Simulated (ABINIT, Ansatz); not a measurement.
# LiHS (Ama2): G0W0 on several meshes in ABINIT

Wanted: mesh dependence and cost of G0W0 for LiHS (Ama2).

Main program and level: ABINIT 10.8.3; PBEsol and many-body steps on it, plane waves.

## 1. Set-up

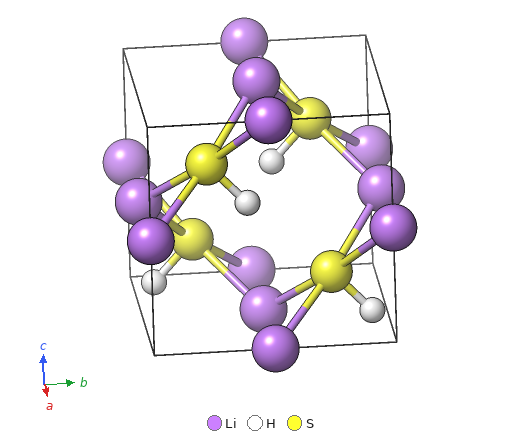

The starting structure, seen slightly off an axis (lithium purple, hydrogen white, sulfur yellow). This picture shows the conventional cell, with its axes. Some periodic images of atoms are drawn too.

As a file:

```cif
data_structure
_symmetry_space_group_name_H-M 'P 1'
_symmetry_Int_Tables_number 1
_cell_length_a 6.1569
_cell_length_b 3.9363
_cell_length_c 3.9363
_cell_angle_alpha 91.067
_cell_angle_beta 90.000
_cell_angle_gamma 90.000
_cell_volume 95.38
loop_
_atom_site_label
_atom_site_type_symbol
_atom_site_fract_x
_atom_site_fract_y
_atom_site_fract_z
_atom_site_occupancy
Li1 Li 0.50000 0.50166 0.50166 1
Li2 Li 0.00000 0.50166 0.50166 1
H3 H 0.25000 0.13309 0.98349 1
H4 H 0.75000 0.98349 0.13309 1
S5 S 0.75000 0.99876 0.47534 1
S6 S 0.25000 0.47534 0.99876 1
```

The cell and positions come from the Crystallography Open Database and are kept as given unless a step says otherwise.

## 2. Empty states on the mesh, 2×2×2 mesh, 180 bands

This step: ABINIT 10.8.3; DFT, PBEsol, plane waves, norm-conserving pseudopotentials.

The sums over transitions need many empty states on a uniform mesh; this step solves for them.

run.abi

```
acell 3*1.0 Angstrom
rprim 
  6.156870000000 0.000000000000 0.000000000000
  0.000000000000 2.809205000000 2.757390000000
  0.000000000000 -2.809205000000 2.757390000000
ntypat 3
znucl 3 1 16
natom 6
typat 1 1 2 2 3 3
xred 
  0.500000000000 0.501660000000 0.501660000000
  0.000000000000 0.501660000000 0.501660000000
  0.250000000000 0.133090000000 0.983490000000
  0.750000000000 0.983490000000 0.133090000000
  0.750000000000 0.998760000000 0.475340000000
  0.250000000000 0.475340000000 0.998760000000
pp_dirpath "pseudos"
pseudos "Li.upf, H.upf, S.upf"
ecut 33
ngkpt 2 2 2
nshiftk 1
shiftk 0 0 0
kptopt 1
chksymbreak 0
iscf -2
irdden 1
istwfk *1
nband 180
nbdbuf 16
tolwfr 1e-09
nstep 60
prtvol 0
indata_prefix "in"
outdata_prefix "out"
tmpdata_prefix "tmp"
```

The run is started by

```
$ OMP_NUM_THREADS=1 mpirun -n 4 abinit run.abi > log
```

Numbers of over 12 decimals in the logs are rounded to 6 here.

The program printed:

```text
.Version 10.8.3 of ABINIT. v10.8.2 released Aug 2026.

 Symmetries : space group Am a 2 (# 40); Bravais oC (1-face-center ortho.)
[... echo of the input left out ...]
== DATASET  1 ==================================================================
-   mpi_nproc: 4, omp_nthreads: 1 (-1 if OMP is not activated)

--- !DatasetInfo
iteration_state: {dtset: 1, }
dimensions: {natom: 6, nkpt: 6, mband: 180, nsppol: 1, nspinor: 1, nspden: 1, mpw: 5848, }
cutoff_energies: {ecut:  33.0, pawecutdg:  -1.0, }
[...]
2.74963    2.75307    2.75634    2.78160    2.81194    2.81538    2.81813    2.82614
   2.82840    2.83531    2.84864    2.85986    2.87155    2.88528    2.88915    2.90719
   2.91113    2.92367    2.92483    2.92782
 prteigrs : prtvol=0 or 1, do not print more k-points.

== END DATASET(S) ==============================================================
================================================================================

 -outvars: echo values of variables after computation  --------
            nband         180
             nkpt           6
          spgroup          40
 [... the other variables as echoed above ...]

 Calculation completed.
```

The job ended after 1.9 min (4 MPI ranks of Arm Neoverse N1, shared host; peak memory 0.41 GiB; 7.6 min of CPU time).

Numbers from this step:

```yaml
gap: 3.330 eV
k_of_the_valence_top: 0, 0, 0
k_of_the_conduction_bottom: 0, 0, 0
least_direct_gap: 3.330 eV
k_points_computed: 6
lowest_point_of_the_top_converged_band_above_the_valence_top: 73.3633 eV
```

On this mesh the gap is 3.330 eV.

The density comes from a self-consistent run that is not shown.

## 3. Screening, 2×2×2 mesh, 73 bands, screening to 114.3 eV

The RPA dielectric matrix is built and inverted for each q.

This step: RPA screening on PBEsol, plane waves, norm-conserving pseudopotentials.

run.abi: that of step 2 with these lines changed.

```diff
@@ -24,10 +24,11 @@
 chksymbreak 0
-iscf -2
-irdden 1
 istwfk *1
-nband 180
-nbdbuf 16
-tolwfr 1e-09
-nstep 60
-prtvol 0
+occopt 1
+irdwfk 1
+optdriver 3
+nband 73
+ecuteps 4.2
+inclvkb 2
+awtr 1
+symchi 1
 indata_prefix "in"
```

The program printed:

```text
.Version 10.8.3 of ABINIT. v10.8.2 released Aug 2026.

 Symmetries : space group Am a 2 (# 40); Bravais oC (1-face-center ortho.)
[... echo of the input left out ...]
== DATASET  1 ==================================================================
-   mpi_nproc: 4, omp_nthreads: 1 (-1 if OMP is not activated)

--- !DatasetInfo
iteration_state: {dtset: 1, }
dimensions: {natom: 6, nkpt: 6, mband: 73, nsppol: 1, nspinor: 1, nspden: 1, mpw: 5848, }
cutoff_energies: {ecut:  33.0, pawecutdg:  -1.0, }
electrons: {nelect:   2.00000000E+01, charge:   0.00000000E+00, occopt:   1.00000000E+00, tsmear:   1.00000000E-02, }

 SCREENING: Calculation of the susceptibility and dielectric matrices

 Based on a program developped by R.W. Godby, V. Olevano, G. Onida, and L. Reining.
 Incorporated in ABINIT by V. Olevano, G.-M. Rignanese, and M. Torrent.
.Using double precision arithmetic ; gwpc =  8

[... cell and pseudopotentials left out ...]
--------------------------------------------------------------------------------

 ==== K-mesh for the wavefunctions ====
 Number of points in the irreducible wedge :     6
[... list of points left out ...]
 Together with  4 symmetry operations and time-reversal symmetry
 yields     8 points in the full Brillouin Zone.

 ==== Q-mesh for the screening function ====
 Number of points in the irreducible wedge :     6
[... list of points left out ...]
 Together with  4 symmetry operations and time-reversal symmetry
 yields     8 points in the full Brillouin Zone.

 setmesh: FFT mesh size selected  =    48x   32x   32
          total number of points  =        49152

 vcoul_init : cutoff-mode = AUXILIARY_FUNCTION
 q-points for optical limit:   1
     1)      0.000010    0.000020    0.000030

- screening: taking advantage of time-reversal symmetry
- Maximum band index for partially occupied states nbvw = 10
- Remaining bands to be divided among processors   nbcw = 63
- Number of bands treated by each node ~15

 Number of electrons calculated from density =   20.0000; Expected =   20.0000
 average of density, n =  0.031071
 r_s =    1.9733
 omega_plasma =   17.0034 [eV]

 calculating chi0 at frequencies [eV] :
  1    0.000000E+00    0.000000E+00
  2    0.000000E+00    1.700343E+01

--------------------------------------------------------------------------------
  q-point number  1        q = ( 0.000000, 0.000000, 0.000000) [r.l.u.]
--------------------------------------------------------------------------------
[... chi0 elements left out ...]
 For q-point:  0.000010 0.000020 0.000030
  dielectric constant =   3.7266
  dielectric constant without local fields =   4.6170

  Average fulfillment of the sum rule on Im[epsilon] for q-point    1 :     61.62  [%]
[... wings left out ...]
  q-point number  2        q = ( 0.500000, 0.000000, 0.000000) [r.l.u.]
--------------------------------------------------------------------------------
[... chi0 elements left out ...]
  Average fulfillment of the sum rule on Im[epsilon] for q-point    2 :     70.84  [%]

 [... 4 further q-points ...]
```

Wall time 16 s (4 MPI ranks); peak memory 0.95 GiB.

This step gave:

```yaml
eps_infinity_with_local_fields_on_this_mesh_along_the_program_s_q_direction: 3.727
the_same_without_local_fields: 4.617
plasma_frequency: 17.00 eV
plane_waves_in_the_screening_matrix: 283
```

Local fields lower ε∞ by 19 %. On a Γ-centred mesh this coarse the value itself is usually too large, while a short band sum pulls it down.

## 4. 2×2×2

The self-energy is evaluated for the states that the input lists, and the levels follow from it, in one-shot runs by the linearised quasiparticle equation.

This step: G0W0 on PBEsol, plane waves, norm-conserving pseudopotentials.

run.abi: that of step 3 with these lines changed.

```diff
@@ -27,8 +27,15 @@
 irdwfk 1
-optdriver 3
+optdriver 4
 nband 73
+gwcalctyp 0
+ecutsigx 33
+symsigma 1
+nkptgw 1
+kptgw 
+  0.0000000000 0.0000000000 0.0000000000
+bdgw 
+  9 12
 ecuteps 4.2
-inclvkb 2
-awtr 1
-symchi 1
+irdscr 1
+ppmodel 1
 indata_prefix "in"
```

The program printed:

```text
.Version 10.8.3 of ABINIT. v10.8.2 released Aug 2026.

 Symmetries : space group Am a 2 (# 40); Bravais oC (1-face-center ortho.)
[... echo of the input left out ...]
== DATASET  1 ==================================================================
-   mpi_nproc: 4, omp_nthreads: 1 (-1 if OMP is not activated)

--- !DatasetInfo
iteration_state: {dtset: 1, }
dimensions: {natom: 6, nkpt: 6, mband: 73, nsppol: 1, nspinor: 1, nspden: 1, mpw: 5848, }
cutoff_energies: {ecut:  33.0, pawecutdg:  -1.0, }
electrons: {nelect:   2.00000000E+01, charge:   0.00000000E+00, occopt:   1.00000000E+00, tsmear:   1.00000000E-02, }

 SIGMA: Calculation of the GW corrections

 Based on a program developped by R.W. Godby, V. Olevano, G. Onida, and L. Reining.
 Incorporated in ABINIT by V. Olevano, G.-M. Rignanese, and M. Torrent.
.Using double precision arithmetic ; gwpc =  8

[... cell and pseudopotentials left out ...]
--------------------------------------------------------------------------------

 ==== K-mesh for the wavefunctions ====
 Number of points in the irreducible wedge :     6
[... list of points left out ...]
 Together with  4 symmetry operations and time-reversal symmetry
 yields     8 points in the full Brillouin Zone.

 ==== Q-mesh for screening function ====
 Number of points in the irreducible wedge :     6
[... list of points left out ...]
 Together with  4 symmetry operations and time-reversal symmetry
 yields     8 points in the full Brillouin Zone.

 vcoul_init : cutoff-mode = AUXILIARY_FUNCTION
 q-points for optical limit:   1
     1)      0.000010    0.000020    0.000030
 setmesh: FFT mesh size selected  =    64x   40x   40
          total number of points  =       102400

 Number of electrons calculated from density =   20.0000; Expected =   20.0000
 average of density, n =  0.031071
 r_s =    1.9733
 omega_plasma =   17.0034 [eV]

 === KS Band Gaps ===
  >>>> For spin  1
   Minimum direct gap =   3.3299 [eV], located at k-point      :   0.0000  0.0000  0.0000
   Fundamental gap    =   3.3299 [eV], Top of valence bands at :   0.0000  0.0000  0.0000
                                       Bottom of conduction at :   0.0000  0.0000  0.0000
 SIGMA fundamental parameters:
 PLASMON POLE MODEL  1
 number of plane-waves for SigmaX                 5839
 number of plane-waves for SigmaC and W            283
 number of plane-waves for wavefunctions          5839
 number of bands                                    73
 number of independent spin polarizations            1
 number of spinorial components                      1
 number of k-points in IBZ                           6
 number of q-points in IBZ                           6
 number of symmetry operations                       4
 number of k-points in BZ                            8
 number of q-points in BZ                            8
 number of frequencies for dSigma/dE                 9
 frequency step for dSigma/dE [eV]                0.25
 number of omega for Sigma on real axis              0
 max omega for Sigma on real axis  [eV]           0.00
 zcut for avoiding poles [eV]                     0.10

 EPSILON^-1 parameters (SCR file):
 dimension of the eps^-1 matrix on file            283
 dimension of the eps^-1 matrix used               283
 number of plane-waves for wavefunctions          5839
 number of bands                                    73
 number of q-points in IBZ                           6
 number of frequencies                               2
 number of real frequencies                          1
 number of imag frequencies                          1

 matrix elements of self-energy operator (all in [eV])

 Perturbative Calculation

--- !SelfEnergy_ee
iteration_state: {dtset: 1, }
kpoint     : [   0.000,    0.000,    0.000, ]
spin       : 1
KS_gap     :    3.330
QP_gap     :    5.473
Delta_QP_KS:    2.143
data: !SigmaeeData |
     Band     E0 <VxcDFT>   SigX SigC(E0)      Z dSigC/dE  Sig(E)    E-E0       E
        9  -0.707 -12.411 -15.817   2.119   0.794  -0.259 -13.434  -1.023  -1.730
       10  -0.122 -12.727 -15.736   1.898   0.797  -0.255 -13.612  -0.885  -1.007
       11   3.208  -8.834  -4.303  -3.009   0.827  -0.209  -7.575   1.258   4.466
       12   3.571  -8.614  -4.145  -2.917   0.827  -0.209  -7.330   1.285   4.856

== END DATASET(S) ==============================================================
================================================================================

 -outvars: echo values of variables after computation  --------
           etotal      0.0000000000E+00
            nband          73
             nkpt           6
          spgroup          40
 [... the other variables as echoed above ...]

 Calculation completed.
```

The job ended after 6.7 s (4 MPI ranks; peak memory 0.76 GiB; 26 s of CPU time).

Numbers from this step:

- G0W0 gap on the points computed: 5.473 eV
- starting gap on the mesh: 3.330 eV
- k of the valence top: 0, 0, 0
- k of the conduction bottom: 0, 0, 0
- Z at the valence top: 0.797
- Z at the conduction bottom: 0.827
- least direct G0W0 gap on the computed points: 5.473 eV

The gap on the mesh goes from 3.33 eV to 5.47 eV, a correction of +2.14 eV.

## 5. Empty states on the mesh, 1×2×2 mesh, 79 bands

This step: DFT, PBEsol, plane waves, norm-conserving pseudopotentials.

run.abi: that of step 4 with these lines changed.

```diff
@@ -19,3 +19,3 @@
 ecut 33
-ngkpt 2 2 2
+ngkpt 1 2 2
 nshiftk 1
@@ -24,18 +24,10 @@
 chksymbreak 0
+iscf -2
+irdden 1
 istwfk *1
-occopt 1
-irdwfk 1
-optdriver 4
-nband 73
-gwcalctyp 0
-ecutsigx 33
-symsigma 1
-nkptgw 1
-kptgw 
-  0.0000000000 0.0000000000 0.0000000000
-bdgw 
-  9 12
-ecuteps 4.2
-irdscr 1
-ppmodel 1
+nband 79
+nbdbuf 6
+tolwfr 1e-09
+nstep 60
+prtvol 0
 indata_prefix "in"
```

The program printed:

```text
.Version 10.8.3 of ABINIT. v10.8.2 released Aug 2026.

 Symmetries : space group Am a 2 (# 40); Bravais oC (1-face-center ortho.)
[... echo of the input left out ...]
== DATASET  1 ==================================================================
-   mpi_nproc: 4, omp_nthreads: 1 (-1 if OMP is not activated)
-    --> not optimal distribution: autoparal keyword recommended in input file <--

--- !DatasetInfo
iteration_state: {dtset: 1, }
dimensions: {natom: 6, nkpt: 3, mband: 79, nsppol: 1, nspinor: 1, nspden: 1, mpw: 5848, }
cutoff_energies: {ecut:  33.0, pawecutdg:  -1.0, }
[...]
1.19293    1.24409    1.26322    1.31366    1.32551    1.33404    1.35426    1.37694
   1.38007    1.38587    1.38865    1.39951    1.40971    1.43017    1.49448    1.49976
   1.52096    1.52705    1.52974    1.54088    1.54384    1.55826    1.56960
 prteigrs : prtvol=0 or 1, do not print more k-points.

== END DATASET(S) ==============================================================
================================================================================

 -outvars: echo values of variables after computation  --------
            nband          79
             nkpt           3
          spgroup          40
 [... the other variables as echoed above ...]

 Calculation completed.
```

Run time: 22 s. Hardware: 4 MPI ranks; peak memory 0.31 GiB; 88 s of CPU time.

This step gave:

```
gap                                                           : 3.330 eV
k of the valence top                                          : 0, 0, 0
k of the conduction bottom                                    : 0, 0, 0
least direct gap                                              : 3.330 eV
k points computed                                             : 3
lowest point of the top converged band, above the valence top : 38.80 eV
```

On this mesh the gap is 3.330 eV.

## 6. Screening, 1×2×2 mesh, 73 bands, screening to 114.3 eV

This step: RPA screening on PBEsol, plane waves, norm-conserving pseudopotentials.

run.abi: that of step 5 with these lines changed.

```diff
@@ -24,10 +24,11 @@
 chksymbreak 0
-iscf -2
-irdden 1
 istwfk *1
-nband 79
-nbdbuf 6
-tolwfr 1e-09
-nstep 60
-prtvol 0
+occopt 1
+irdwfk 1
+optdriver 3
+nband 73
+ecuteps 4.2
+inclvkb 2
+awtr 1
+symchi 1
 indata_prefix "in"
```

The program printed:

```text
.Version 10.8.3 of ABINIT. v10.8.2 released Aug 2026.

 Symmetries : space group Am a 2 (# 40); Bravais oC (1-face-center ortho.)
[... echo of the input left out ...]
== DATASET  1 ==================================================================
-   mpi_nproc: 4, omp_nthreads: 1 (-1 if OMP is not activated)

--- !DatasetInfo
iteration_state: {dtset: 1, }
dimensions: {natom: 6, nkpt: 3, mband: 73, nsppol: 1, nspinor: 1, nspden: 1, mpw: 5848, }
cutoff_energies: {ecut:  33.0, pawecutdg:  -1.0, }
electrons: {nelect:   2.00000000E+01, charge:   0.00000000E+00, occopt:   1.00000000E+00, tsmear:   1.00000000E-02, }

 SCREENING: Calculation of the susceptibility and dielectric matrices

 Based on a program developped by R.W. Godby, V. Olevano, G. Onida, and L. Reining.
 Incorporated in ABINIT by V. Olevano, G.-M. Rignanese, and M. Torrent.
.Using double precision arithmetic ; gwpc =  8

[... cell and pseudopotentials left out ...]
--------------------------------------------------------------------------------

 ==== K-mesh for the wavefunctions ====
 Number of points in the irreducible wedge :     3
[... list of points left out ...]
 Together with  4 symmetry operations and time-reversal symmetry
 yields     4 points in the full Brillouin Zone.

 ==== Q-mesh for the screening function ====
 Number of points in the irreducible wedge :     3
[... list of points left out ...]
 Together with  4 symmetry operations and time-reversal symmetry
 yields     4 points in the full Brillouin Zone.

 setmesh: FFT mesh size selected  =    48x   32x   32
          total number of points  =        49152

 vcoul_init : cutoff-mode = AUXILIARY_FUNCTION
 q-points for optical limit:   1
     1)      0.000010    0.000020    0.000030

- screening: taking advantage of time-reversal symmetry
- Maximum band index for partially occupied states nbvw = 10
- Remaining bands to be divided among processors   nbcw = 63
- Number of bands treated by each node ~15

 Number of electrons calculated from density =   20.0000; Expected =   20.0000
 average of density, n =  0.031071
 r_s =    1.9733
 omega_plasma =   17.0034 [eV]

 calculating chi0 at frequencies [eV] :
  1    0.000000E+00    0.000000E+00
  2    0.000000E+00    1.700343E+01

--------------------------------------------------------------------------------
  q-point number  1        q = ( 0.000000, 0.000000, 0.000000) [r.l.u.]
--------------------------------------------------------------------------------
[... chi0 elements left out ...]
 For q-point:  0.000010 0.000020 0.000030
  dielectric constant =   3.8701
  dielectric constant without local fields =   4.7700

  Average fulfillment of the sum rule on Im[epsilon] for q-point    1 :     61.65  [%]
[... wings left out ...]
  q-point number  2        q = ( 0.000000, 0.500000, 0.000000) [r.l.u.]
--------------------------------------------------------------------------------
[... chi0 elements left out ...]
  Average fulfillment of the sum rule on Im[epsilon] for q-point    2 :     66.47  [%]

 [... 1 further q-points ...]
```

The job ended after 7.6 s (4 MPI ranks; peak memory 0.69 GiB; 30 s of CPU time).

This step gave:

* ε∞ with local fields, on this mesh, along the program's q direction: 3.870
* the same without local fields: 4.77
* plasma frequency: 17.00 eV
* plane waves in the screening matrix: 283

(Continued in part 2 of 2.)

[Paths, hosts, dates, memory and timing lines, banners, echoed tables and standing remarks are left out of the program output.]

[Logs are printed without paths, hosts, clocks, repeated set-up lines and the standing remarks that a program may print on its own settings, such as how far it seeks lower states.]

[Runs of the session that timed out or met a known fault of the program may be left out.]

[Hosts, paths, dates, database ids (printed as entryN), source tags and the programs' standing remarks are cut or masked in the printed files.]

[G0W0 gaps are taken among the corrected bands and points alone; a level outside them can change the order at an edge.]

[Where Ansatz stands beside ABINIT at settings called matched, ABINIT's density can come from a denser mesh and the files from another edition; pairs whose starting gaps differed by over 0.03 eV were left out, so agreement reads better than it is.]
